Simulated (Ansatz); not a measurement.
# B2H4S: rotation by 180° about the B1–S2 bond, part 2 of 2

How high is the barrier for the rotation by 180° about the B1–S2 bond? Relax the two ends, then run a nudged elastic band between them. SMILES of the start: BSB.

Ansatz 0.2.0; RKS CAM-B3LYP-D4/def2-SVP. Earlier steps stand in the parts before.

## 6. Frequencies at the highest image

The geometry is the highest inner image of the first converged band.

input.yaml

```yaml
crystal:
  periodic: [false, false, false]
  atoms:
    - { symbol: B, position_ang: [-1.034733, -0.50597, -0.386351] }
    - { symbol: S, position_ang: [-0.387479, -0.215509, 1.315326] }
    - { symbol: B, position_ang: [1.014319, 0.459979, 0.481518] }
    - { symbol: H, position_ang: [-0.668941, -1.474978, -0.993279] }
    - { symbol: H, position_ang: [-1.825496, 0.271636, -0.849807] }
    - { symbol: H, position_ang: [1.897137, 0.966873, 1.116901] }
    - { symbol: H, position_ang: [1.066491, 0.42997, -0.730007] }
basis:
  gaussian: { orbitals: def2-SVP }
hamiltonian:
  xc: cam_b3lyp
  dispersion: d4
phonons: {}
```

On the command line:

```console
$ ansatz run input.yaml --threads 1 --pin off --max-ram 2048MiB --backend cpu --events-out ev --progress --plain --runs-dir out
```

Output, cut to the lines that bear on the results:

```text
Warning: RAYON_NUM_THREADS=1 ignored (pool sized by the plan → 1); use --threads N
[...]
Functional definition: CAM-B3LYP
[...]
717 factors; integrals over basis functions are off by at most 4.7e-4 eV
239 factors; integrals over basis functions are off by at most 1.3e-6 eV
[...]
mean field -12247.56971037 eV, -450.0898851553 hartree, gradient 2.5e-5 eV, S^2 0.000000; 0 other end points of the search recorded, 0 dependent functions left out
[...]
reference -12247.56981931 eV, -450.0898891587 hartree; 15, 15 occupied and 51, 51 virtual orbitals, 717 factors
[...]
717 factors; integrals over basis functions are off by at most 4.7e-4 eV
239 factors; integrals over basis functions are off by at most 1.3e-6 eV
[...]
mean field -12247.56963891 eV, -450.0898825290 hartree, gradient 1.1e-6 eV, S^2 0.000000; 0 other end points of the search recorded, 0 dependent functions left out
[...]
reference -12247.56974785 eV, -450.0898865326 hartree; 15, 15 occupied and 51, 51 virtual orbitals, 717 factors
[...]
WARN: phonons: modes at or below zero, which the zero-point energy, F, S and C_V leave out: 1, the lowest at -223.01 cm⁻¹. A minimum has none, and a first-order saddle one
Total energy: -12247.66712146 eV, -450.0934649466 hartree
Atom 0 at    -1.034733    -0.505970    -0.386351 Å, force     0.000375    -0.000012    -0.000013 eV/Å
Atom 1 at    -0.387479    -0.215509     1.315326 Å, force     0.000359     0.000474    -0.000128 eV/Å
Atom 2 at     1.014319     0.459979     0.481518 Å, force     0.000005    -0.000603     0.000520 eV/Å
Atom 3 at    -0.668941    -1.474978    -0.993279 Å, force    -0.000257     0.000021    -0.000287 eV/Å
Atom 4 at    -1.825496     0.271636    -0.849807 Å, force    -0.000075    -0.000127    -0.000045 eV/Å
Atom 5 at     1.897137     0.966873     1.116901 Å, force    -0.000102     0.000207    -0.000070 eV/Å
Atom 6 at     1.066491     0.429970    -0.730007 Å, force    -0.000305     0.000040     0.000024 eV/Å
Dipole moment:    -0.044562    -0.027602    -0.082173 e Å
Vibrations: -223.01 212.14 460.23 720.44 809.20 825.95 838.66 925.32 1001.65 1197.79 1222.61 2550.44 2610.07 2693.92 2729.38 cm⁻¹, zero-point energy 1.165316 eV
```

It took 46 s on 1 thread of Arm Neoverse V2, shared host; peak memory 0.23 GiB.

Of 15 modes, 1 is imaginary by more than 30 cm⁻¹ (223i cm⁻¹).

## 7. The band again, with other settings

crystal.atoms is end A as relaxed above, and neb.final_atoms is end B, turned to lie on A. With 7 inner images the band has 9 in all.

input.yaml

```yaml
crystal:
  periodic: [false, false, false]
  atoms:
    - { symbol: B, position_ang: [-1.306701, -0.108388, -0.526254] }
    - { symbol: S, position_ang: [-0.424347, 0.528339, 0.907144] }
    - { symbol: B, position_ang: [1.296706, 0.123207, 0.571245] }
    - { symbol: H, position_ang: [-0.712292, -0.658031, -1.412216] }
    - { symbol: H, position_ang: [-2.498359, 0.044358, -0.54441] }
    - { symbol: H, position_ang: [2.104684, 0.450273, 1.398215] }
    - { symbol: H, position_ang: [1.601609, -0.447758, -0.439423] }
basis:
  gaussian: { orbitals: def2-SVP }
hamiltonian:
  xc: cam_b3lyp
  dispersion: d4
neb:
  order_check: false
  images: 7
  f_tol: 0.5
  max_iterations: 60
  initial_path: idpp
  final_atoms:
    - { symbol: B, position_ang: [-1.30683742, -0.1097978, -0.52567555] }
    - { symbol: S, position_ang: [-0.42591419, 0.52028809, 0.91173459] }
    - { symbol: B, position_ang: [1.29647711, 0.12408639, 0.57152206] }
    - { symbol: H, position_ang: [-2.49952485, 0.03271377, -0.54086772] }
    - { symbol: H, position_ang: [-0.70873746, -0.64663154, -1.41677376] }
    - { symbol: H, position_ang: [2.1050599, 0.45082216, 1.39761627] }
    - { symbol: H, position_ang: [1.60077692, -0.43948107, -0.44325488] }
```

On the command line:

```console
$ ansatz run input.yaml --threads 1 --pin off --max-ram 2048MiB --backend cpu --events-out ev --progress --plain --runs-dir out
```

Output, cut to the lines that bear on the results:

```text
Warning: RAYON_NUM_THREADS=1 ignored (pool sized by the plan → 1); use --threads N
[...]
[... 1 set-up line as earlier in the session ...]
[...]
717 factors; integrals over basis functions are off by at most 4.4e-4 eV
239 factors; integrals over basis functions are off by at most 1.8e-6 eV
[...]
mean field -12247.93346861 eV, -450.1032530239 hartree, gradient 2.8e-5 eV, S^2 0.000000; 0 other end points of the search recorded, 0 dependent functions left out
[...]
reference -12247.93358022 eV, -450.1032571256 hartree; 15, 15 occupied and 51, 51 virtual orbitals, 717 factors
717 factors; integrals over basis functions are off by at most 4.4e-4 eV
239 factors; integrals over basis functions are off by at most 1.7e-6 eV
[...]
mean field -12247.93343834 eV, -450.1032519115 hartree, gradient 2.4e-5 eV, S^2 0.000000; 0 other end points of the search recorded, 0 dependent functions left out
[...]
NEB iter   3: max|band force component| = 3.910e-1 eV/Å  barrier→ = 0.3938 eV  barrier← = 0.3938 eV  CI = image 4  Δτ_max = 0.0000 Å  (358 SCF iters)
Total energy: -12247.63409448 eV, -450.0922512275 hartree
Atom 0 at    -1.105813    -0.700488    -0.438196 Å, force    -0.321424    -0.075901    -0.156595 eV/Å
Atom 1 at    -0.257804    -0.264834     1.115910 Å, force     0.309094     0.180342     0.188745 eV/Å
Atom 2 at     1.127474     0.662105     0.485216 Å, force    -0.272729    -0.104517     0.059705 eV/Å
Atom 3 at    -0.903015    -1.754907    -0.976477 Å, force     0.122020    -0.000691    -0.013862 eV/Å
Atom 4 at    -1.954620     0.043821    -0.856541 Å, force     0.084541     0.018287    -0.043618 eV/Å
Atom 5 at     1.835981     1.155165     1.318393 Å, force     0.063316    -0.046289    -0.018260 eV/Å
Atom 6 at     1.319097     0.791139    -0.694004 Å, force     0.015181     0.028769    -0.016114 eV/Å
Dipole moment:    -0.084848    -0.051211    -0.122580 e Å
this run last wrote the band of iteration 3 to <dir>
```

Wall time 43 s (1 thread of Arm Neoverse V2, shared host); peak memory 0.23 GiB.

## 8. Images and barrier

The 7 inner images lie between the fixed ends 0 and 8. Energy is taken from image 0, and the path length is the program's own coordinate along the band.

| image | path (Å) | energy (eV) | dihedral H5–B1–S2–B3 (°) | band force (eV/Å) |
| --- | --- | --- | --- | --- |
| 0 | 0.000 | 0.0000 | -180 | - |
| 1 | 0.473 | 0.0584 | -159 | 0.084 |
| 2 | 0.946 | 0.2031 | -138 | 0.261 |
| 3 | 1.422 | 0.3428 | -114 | 0.391 |
| 4* | 1.897 | 0.3938 | -91 | 0.323 |
| 5 | 2.371 | 0.3335 | -67 | 0.309 |
| 6 | 2.842 | 0.1930 | -44 | 0.262 |
| 7 | 3.311 | 0.0562 | -22 | 0.113 |
| 8 | 3.779 | 0.0000 | 0 | - |

The star marks the climbing image.

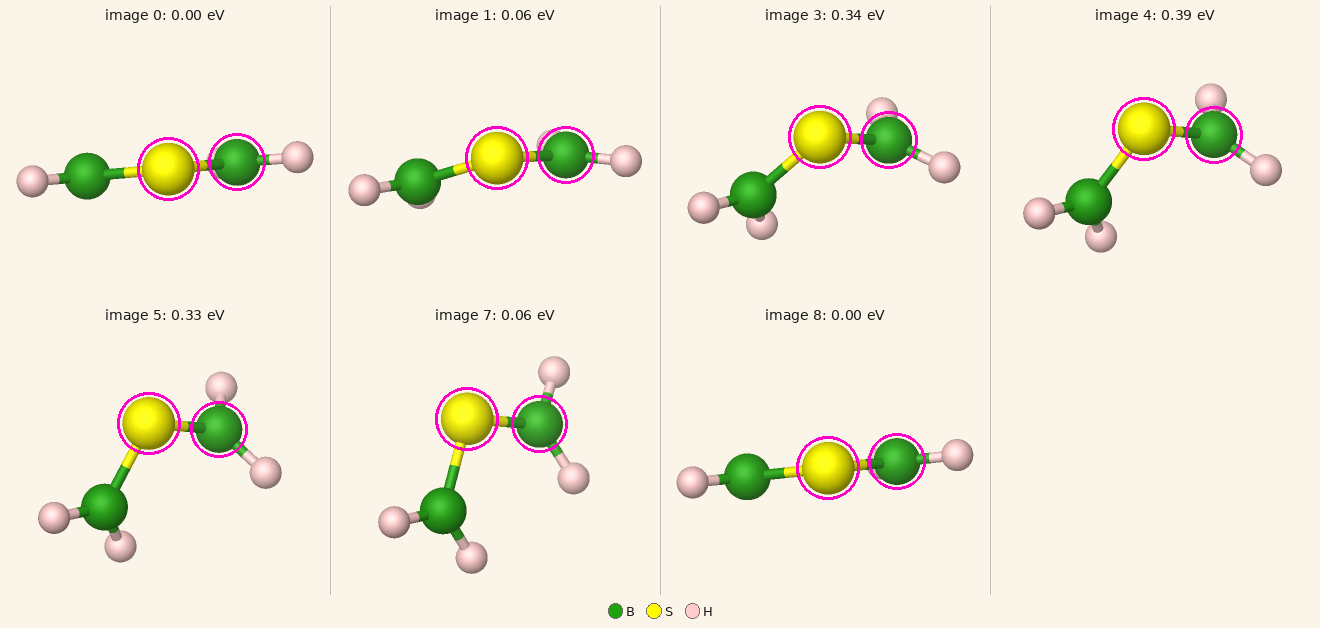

Snapshots along the band, viewed from a free direction. Ringed: B1, S2. Sticks join atoms closer than a bonding distance in each image.

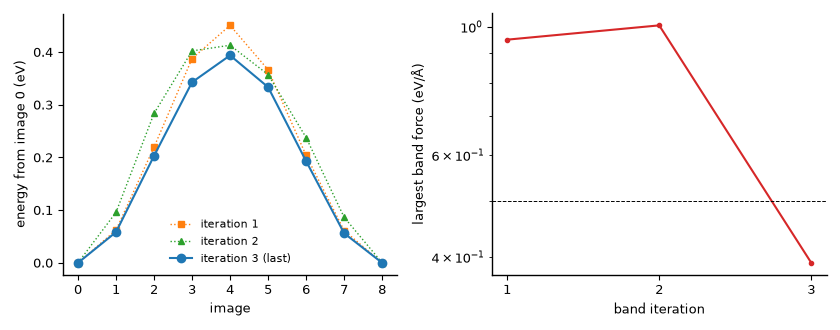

Left: energy of each image for early iterations and the last one (lines only join the points; early values far above the last band run off the scale). Right: the largest band force by iteration, with the threshold dashed.

## 9. Results

The summary covers parts 1 to 2.

| quantity | value |
| --- | --- |
| end A | 11 moves, 1.279 eV lower |
| end B | 10 moves, 1.279 eV lower |
| first band: barrier forwards | 0.36 eV |
| first band: barrier backwards | 0.36 eV |
| first band: second end relative to first | 0.000 eV |
| first band: highest image | 3 of 0 to 8, climbing |
| first band: band iterations | 26 |
| imaginary modes at the top | 223i cm⁻¹ |
| second band | top 0.394 eV above image 0, 3 iterations, 7 inner images |
| time, first and second band | 4.2 min and 43 s |

**Reading.** In the first band: along this path the system climbs 0.36 eV from the first end (14 kT at 300 K). The two ends lie within 1 meV of each other. Image 4 sits in a dip between two rises: the path passes through another minimum, and each half would need a band of its own. The listed dihedral goes from -180° at end A through -99° at the highest image to 0° at end B. One imaginary mode, as a first-order saddle point has. The second band's top lies 33 meV above the first's. As for the second band: the force threshold is loose, so the band stops early. These are electronic energies, with no zero-point or thermal terms.
